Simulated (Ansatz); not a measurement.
# Ligand exchange: C2H5FSn + GeHF3 → Sn(CH3)F + Ge(CH3)F3

Species: C2H5FSn `C[CH2][Sn][F]`, singlet; GeHF3 `[F][GeH]([F])[F]`, singlet; Sn(CH3)F, singlet; Ge(CH3)F3, singlet. The partners trade CH3 for H: C–CH3 and Ge–H bonds give way to C–H and Ge–CH3.

Shapes, held fixed at every level: PBE0-D4/def2-TZVP. Flexible molecules stand in one conformer, not always the lowest. Programs: Ansatz 0.2.0. The zero-point and thermal change to 298 K, harmonic and unscaled (PBE0-D4/def2-TZVP), is +0.9 kJ/mol.

```tsv
level	kind	ΔH(298 K) (kJ/mol)	less CCSD(T)/def2-TZVPP
HF/def2-TZVPP	Hartree–Fock	-68.8	-0.6
SPW92/def2-TZVPP	LDA	-63.2	+5.0
PBE-D4/def2-TZVPP	GGA	-65.8	+2.4
PBE0-D4/def2-TZVPP	global hybrid	-67.4	+0.8
wB97X-V/def2-TZVPP	range-separated hybrid	-67.5	+0.7
MP2/def2-TZVPP	perturbation theory	-68.8	-0.6
CCSD/def2-TZVPP	coupled cluster or CI	-68.7	-0.5
CCSD(T)/def2-TZVPP	coupled cluster or CI	-68.2	0.0
```

The highest level, CCSD(T)/def2-TZVPP, gives ΔH(298 K) = -68.2 kJ/mol; the levels span -68.8 to -63.2. The column of differences is taken from that level and isn't an error. No measured value is set beside it here. For atoms past krypton def2 sets carry core potentials with scalar relativity. Relativity is left out for Ge unless named. Correlated rows may include outer-core shells of Ge, Sn, which these sets cover unevenly.

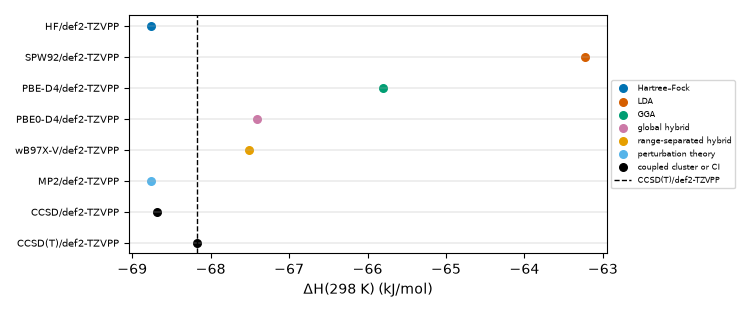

The values of the table, level by level.
